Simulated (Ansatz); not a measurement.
# Cl3H3InN (built from SMILES N.[Cl][In]([Cl])[Cl]): search for a transition state

Wanted: the transition state of a four-centre ligand exchange (form In1–N6, Cl2–H5 and break In1–Cl2, H5–N6). The guess is relaxed with those distances held, a saddle search follows, and vibrations and two downhill relaxations check it.

Method: PBE0-D4, def2-SVP first, then def2-TZVP; program: Ansatz 0.2.0, Gaussian basis.

**1. The system as given**

The guess: 8 atoms, charge 0, spin multiplicity 1.

Atoms are counted from 1 here; the program's logs count them from 0.

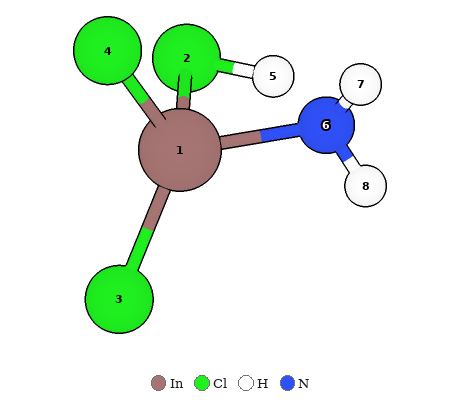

The starting geometry (indium brown, chlorine green, hydrogen white, nitrogen blue); atoms are numbered from 1 in the order of the file.

Geometry (Å):

```
In   -0.8230   -0.3537   -0.4518
Cl    1.0265    1.1443   -1.6089
Cl   -0.7677   -2.4134   -1.4658
Cl   -2.7676    0.8665   -0.3988
H     1.2620    0.8616   -0.3014
N     0.6575    0.0707    1.0150
H     0.3031    0.5819    1.8187
H     1.1091   -0.7580    1.3930
```

Distances that are to change: In1–N6 2.13 Å, Cl2–H5 1.36 Å, In1–Cl2 2.65 Å, H5–N6 1.65 Å.

**2. Constrained relaxation of the guess**

Input file hold/in.yaml:

```yaml
crystal:
  periodic: [false, false, false]
  atoms:
    - {symbol: In, position_ang: [-0.823000, -0.353700, -0.451800]}
    - {symbol: Cl, position_ang: [1.026500, 1.144300, -1.608900]}
    - {symbol: Cl, position_ang: [-0.767700, -2.413400, -1.465800]}
    - {symbol: Cl, position_ang: [-2.767600, 0.866500, -0.398800]}
    - {symbol: H, position_ang: [1.262000, 0.861600, -0.301400]}
    - {symbol: N, position_ang: [0.657500, 0.070700, 1.015000]}
    - {symbol: H, position_ang: [0.303100, 0.581900, 1.818700]}
    - {symbol: H, position_ang: [1.109100, -0.758000, 1.393000]}
basis:
  gaussian: {orbitals: def2-SVP}
hamiltonian: {xc: pbe0, dispersion: d4}
relax: {f_tol: 0.04, max_steps: 150, escape_saddle: false, constraints: [{distance: [0, 5]}, {distance: [1, 4]}, {distance: [0, 1]}, {distance: [4, 5]}]}
```

On the command line:

```bash
$ ansatz run in.yaml --threads 8 --pin off --events-out ev --progress --plain --max-ram 19148MiB
```

What it wrote, shortened:

```text
Functional definition: PBE0
  name "PBE0"
  cite "Adamo & Barone, J. Chem. Phys. 110, 6158 (1999) doi:10.1063/1.478522"
  cite "Perdew, Burke & Ernzerhof, Phys. Rev. Lett. 77, 3865 (1996) doi:10.1103/PhysRevLett.77.3865"
  parent pbe
[...]
1195 factors; integrals over basis functions are off by at most 2.5e-4 eV
[...]
mean field -44257.24266637 eV, -1626.4236693525 hartree, gradient 4.3e-5 eV, S^2 0.000000; 0 other end points of the search recorded, 0 dependent functions left out
[...]
reference -44257.24270292 eV, -1626.4236706956 hartree; 41, 41 occupied and 68, 68 virtual orbitals, 1195 factors
relax step   1: F+E_penalty+E_count = -44257.45588913 eV  Δ(F+E_penalty+E_count) = +0.000e0 eV  max|allowed force component| = 5.526e-1 eV/Å  Δτ_max = 0.0000 Å  (26 SCF iters, accepted)
[...]
relax step   4: F+E_penalty+E_count = -44257.48261781 eV  Δ(F+E_penalty+E_count) = +1.450e-3 eV  max|allowed force component| = 1.874e-1 eV/Å  Δτ_max = 0.0227 Å  (31 SCF iters, rejected (line search))
[...]
relax step   5: F+E_penalty+E_count = -44257.48547536 eV  Δ(F+E_penalty+E_count) = -1.408e-3 eV  max|allowed force component| = 6.826e-3 eV/Å  Δτ_max = 0.0110 Å  (24 SCF iters, accepted)
  distance In 0 - N 5 held at 2.126852 Å   reaction = +2.5911e-1 eV/Å
  distance Cl 1 - H 4 held at 1.358284 Å   reaction = -1.1223e0 eV/Å
  distance In 0 - Cl 1 held at 2.646419 Å   reaction = -2.3725e-1 eV/Å
  distance H 4 - N 5 held at 1.650410 Å   reaction = +4.6767e-1 eV/Å
1195 factors; integrals over basis functions are off by at most 2.5e-4 eV
mean field -44257.27464159 eV, -1626.4248444202 hartree, gradient 2.5e-5 eV, S^2 0.000000; 1 other end points of the search recorded, 0 dependent functions left out
[...]
reference -44257.27467812 eV, -1626.4248457626 hartree; 41, 41 occupied and 68, 68 virtual orbitals, 1195 factors
Total energy: -44257.48551189 eV, -1626.4325937607 hartree
Atom 0 at    -0.827342    -0.357033    -0.451811 Å, force     0.010219    -0.085151     0.282550 eV/Å
Atom 1 at     1.030816     1.142031    -1.593560 Å, force    -0.027987     0.365359    -1.180387 eV/Å
Atom 2 at    -0.768799    -2.449101    -1.487049 Å, force    -0.000561     0.000038     0.000763 eV/Å
Atom 3 at    -2.800600     0.890401    -0.404827 Å, force     0.000440    -0.000650     0.000073 eV/Å
Atom 4 at     1.264259     0.860218    -0.285500 Å, force     0.025005    -0.455159     1.453650 eV/Å
Atom 5 at     0.647704     0.063291     1.021642 Å, force    -0.005313     0.175300    -0.552569 eV/Å
Atom 6 at     0.314256     0.604799     1.819349 Å, force    -0.000138    -0.001507    -0.001941 eV/Å
Atom 7 at     1.139607    -0.754704     1.381756 Å, force    -0.001664     0.001769    -0.002140 eV/Å
Dipole moment:     0.499173     0.107833     0.605618 e Å
```

It took 7 s on 8 threads of AMD EPYC 7B13, shared host.

Along the way: (the energy doesn't fall at every step)

```tsv
step	energy from step 1 (eV)	largest force component (eV/Å)
1	0.0000	0.5526
2	-0.0249	0.1469
3	-0.0282	0.0783
4	-0.0267	0.1874
5	-0.0296	0.0068
```

Distances of close pairs at the start and the end, largest changes first:

```tsv
bond	before (Å)	after (Å)	change (Å)
In1–Cl4	2.296	2.335	+0.039
In1–Cl3	2.296	2.335	+0.038
N6–H7	1.016	1.020	+0.004
N6–H8	1.017	1.020	+0.004
In1–N6	2.127	2.127	+0.000
Cl2–H5	1.358	1.358	+0.000
In1–Cl2	2.646	2.646	+0.000
```

**3. A starting Hessian**

Input file hessian/in.yaml:

```yaml
crystal:
  periodic: [false, false, false]
  atoms:
    - {symbol: In, position_ang: [-0.827342, -0.357033, -0.451811]}
    - {symbol: Cl, position_ang: [1.030816, 1.142031, -1.593560]}
    - {symbol: Cl, position_ang: [-0.768799, -2.449101, -1.487049]}
    - {symbol: Cl, position_ang: [-2.800600, 0.890401, -0.404827]}
    - {symbol: H, position_ang: [1.264259, 0.860218, -0.285500]}
    - {symbol: N, position_ang: [0.647704, 0.063291, 1.021642]}
    - {symbol: H, position_ang: [0.314256, 0.604799, 1.819349]}
    - {symbol: H, position_ang: [1.139607, -0.754704, 1.381756]}
basis:
  gaussian: {orbitals: def2-SVP}
hamiltonian: {xc: pbe0, dispersion: d4}
phonons: {}
scf: {lower_state_search: off}
```

On the command line:

```bash
$ ansatz run in.yaml --threads 8 --pin off --events-out ev --progress --plain --max-ram 19148MiB
```

What it wrote, shortened:

```text
Functional definition: PBE0
  name "PBE0"
  cite "Adamo & Barone, J. Chem. Phys. 110, 6158 (1999) doi:10.1063/1.478522"
  cite "Perdew, Burke & Ernzerhof, Phys. Rev. Lett. 77, 3865 (1996) doi:10.1103/PhysRevLett.77.3865"
  parent pbe
[...]
1195 factors; integrals over basis functions are off by at most 2.5e-4 eV
[...]
mean field -44257.27464601 eV, -1626.4248445825 hartree, gradient 6.4e-6 eV, S^2 0.000000; 0 other end points of the search recorded, 0 dependent functions left out
[...]
reference -44257.27468256 eV, -1626.4248459259 hartree; 41, 41 occupied and 68, 68 virtual orbitals, 1195 factors
[... from here to the last solve, the lines of the solves are left out (47 solves) ...]
1195 factors; integrals over basis functions are off by at most 2.5e-4 eV
mean field -44257.27461128 eV, -1626.4248433065 hartree, gradient 9.6e-7 eV, S^2 0.000000; 0 other end points of the search recorded, 0 dependent functions left out
[...]
WARN: phonons: modes at or below zero, which the zero-point energy, F, S and C_V leave out: 1, the lowest at -259.34 cm⁻¹. A minimum has none, and a first-order saddle one
[...]
Atom 0 at    -0.827342    -0.357033    -0.451811 Å, force     0.010252    -0.085166     0.282474 eV/Å
Atom 1 at     1.030816     1.142031    -1.593560 Å, force    -0.027965     0.365365    -1.180380 eV/Å
Atom 2 at    -0.768799    -2.449101    -1.487049 Å, force    -0.000582     0.000059     0.000795 eV/Å
Atom 3 at    -2.800600     0.890401    -0.404827 Å, force     0.000402    -0.000659     0.000093 eV/Å
Atom 4 at     1.264259     0.860218    -0.285500 Å, force     0.025001    -0.455164     1.453649 eV/Å
Atom 5 at     0.647704     0.063291     1.021642 Å, force    -0.005302     0.175309    -0.552551 eV/Å
Atom 6 at     0.314256     0.604799     1.819349 Å, force    -0.000142    -0.001511    -0.001943 eV/Å
Atom 7 at     1.139607    -0.754704     1.381756 Å, force    -0.001663     0.001768    -0.002136 eV/Å
Dipole moment:     0.499173     0.107833     0.605618 e Å
Vibrations: -259.34 45.64 83.90 88.99 116.57 198.69 276.22 352.56 393.82 519.50 620.68 759.21 835.01 918.43 1526.89 2000.70 3538.45 3641.60 cm⁻¹, zero-point energy 0.986719 eV
Checks for a lower state left out: stability, starts, cluster_reference, orbital_swaps, neighbouring_geometries, increment
```

Wall time 35 s (8 threads of AMD EPYC 7B13, shared host).

The structure is not stationary yet, so these wavenumbers are no spectrum; the search needs only the force constants.

**4. Saddle search in the small basis**

A small driver takes partitioned rational-function steps: uphill along one mode, downhill along the rest. It calls the program once a step for energy and forces and updates the Hessian by Bofill's formula. It stops when the largest force is under 0.04 eV/Å and the followed curvature is negative. The first step's input:

Input file presaddle/in.yaml:

```yaml
crystal:
  periodic: [false, false, false]
  atoms:
    - {symbol: In, position_ang: [-0.827342, -0.357033, -0.451811]}
    - {symbol: Cl, position_ang: [1.030816, 1.142031, -1.593560]}
    - {symbol: Cl, position_ang: [-0.768799, -2.449101, -1.487049]}
    - {symbol: Cl, position_ang: [-2.800600, 0.890401, -0.404827]}
    - {symbol: H, position_ang: [1.264259, 0.860218, -0.285500]}
    - {symbol: N, position_ang: [0.647704, 0.063291, 1.021642]}
    - {symbol: H, position_ang: [0.314256, 0.604799, 1.819349]}
    - {symbol: H, position_ang: [1.139607, -0.754704, 1.381756]}
basis:
  gaussian: {orbitals: def2-SVP}
hamiltonian: {xc: pbe0, dispersion: d4}
output: {forces: true}
scf: {lower_state_search: off}
```

On the command line:

```bash
$ ansatz run in.yaml --threads 8 --pin off --events-out ev --progress --plain --max-ram 19148MiB
```

Step by step:

```tsv
step	energy (eV)	largest force (eV/Å)	followed curvature (eV/Å²)
1	-44257.48548	1.4537	-1.41
2	-44257.39748	0.9304	-0.93
3	-44257.28101	0.6154	-0.42
4	-44257.15689	0.7973	-0.91
5	-44257.02082	3.0632	-0.08
6	-44257.07249	1.4912	-1.32
7	-44257.09260	0.7735	-1.53
8	-44257.11964	0.5270	-1.41
9	-44257.10574	0.4814	-0.04
10	-44257.09518	0.4992	0.05
11	-44257.08273	0.4387	0.17
14	-44256.96164	1.1520	-0.51
17	-44256.91791	0.3271	0.22
20	-44256.69344	0.6698	-0.09
23	-44256.66652	0.5078	-0.21
26	-44256.73993	0.6535	0.28
29	-44256.57316	1.9099	0.59
32	-44256.55601	1.1444	-0.18
35	-44256.32926	1.7025	0.64
38	-44256.25059	1.0125	-0.28
41	-44256.02612	1.1058	-0.22
44	-44256.12528	0.7278	-2.39
47	-44256.08723	0.6756	-0.26
50	-44256.32202	0.4718	-0.35
53	-44256.13042	1.0911	0.34
54	-44256.01192	1.1480	0.07
55	-44255.95037	1.1852	-4.82
56	-44256.02551	0.7490	-4.45
57	-44256.02853	1.0793	-3.89
58	-44256.03158	1.1796	-3.47
59	-44255.99371	1.1426	-2.23
60	-44256.04719	1.1543	-1.34
```

The 60 steps took 49 s in all (8 threads of AMD EPYC 7B13, shared host).

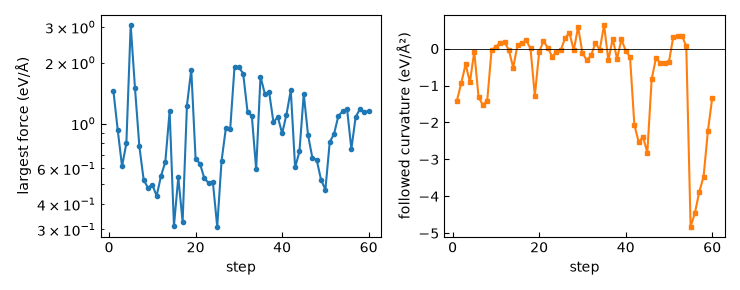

Largest force and followed curvature during the search.

**5. Results**

| quantity | value |
| --- | --- |
| search | not converged after 60 steps |
| last largest force | 1.154 eV/Å |
| last followed curvature | -1.34 eV/Å² |

**Reading.** No saddle point was found from this guess, so no barrier can be given. The curvature is negative, but the forces are still above the tolerance.
